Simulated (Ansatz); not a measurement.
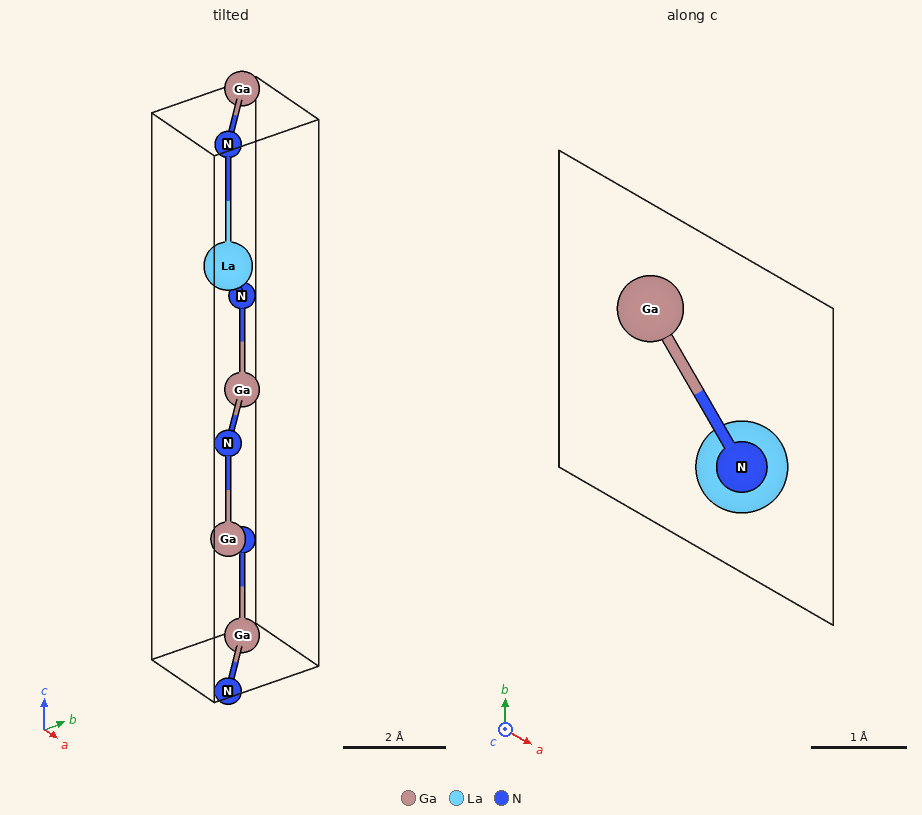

Crystal structure, ball-and-stick style, seen slightly off an axis and along the c axis. The lines enclose the conventional unit cell; boundary atoms appear with their images.

LaGa3N4, space group P3m1 (No. 156), a = 3.333 Å, b = 3.333 Å, c = 11.229 Å, α = 90.00°, β = 90.00°, γ = 120.00°. It goes back to a structure type filled with these elements by a generator (whether the compound takes this form wasn't checked). Earlier steps of the study, as a rule a relaxation of our own, may have changed the cell and positions, so they can lie some per cent off the listed ones. A calculation with Ansatz used it as input.

This one geometry was computed with Ansatz (DFT, plane waves, PAW) at five levels of theory: PBE, PBE0, r2SCAN, HSE06 and PBE with spin-orbit coupling. It was relaxed beforehand with r2SCAN.

### Which level gives the highest pressure at this volume, and what does that say about its equilibrium volume?

Highest: PBE (4.1 GPa) and PBE with spin-orbit coupling (4.1 GPa), which points to the largest equilibrium volume. Lowest, with the smallest volume: PBE0 (-0.4 GPa), r2SCAN (0.0 GPa) and HSE06 (-0.3 GPa). Levels within 0.5 GPa of each other can't be told apart.

### How does the band gap change with the level of theory?

PBE: a gap of 0.82 eV, indirect; PBE with spin-orbit coupling: a gap of 0.83 eV, indirect; r2SCAN: a gap of 1.15 eV, indirect; HSE06: a gap of 1.81 eV, indirect; PBE0: a gap of 2.48 eV, indirect.

### Collect the results in a table.

| level | cutoff (eV) | k-mesh of the run's cell | gap (eV) | pressure (GPa) |
| --- | --- | --- | --- | --- |
| PBE | 420 | 12×12×2 | 0.82 | 4.1 |
| PBE0 | 420 | 6×6×2 | 2.48 | -0.4 |
| r2SCAN | 500 | 12×12×2 | 1.15 | 0.0 |
| HSE06 | 420 | 6×6×2 | 1.81 | -0.3 |
| PBE with spin-orbit coupling | 420 | 12×12×2 | 0.83 | 4.1 |

Gaps are taken on the k-mesh or band path of each run.
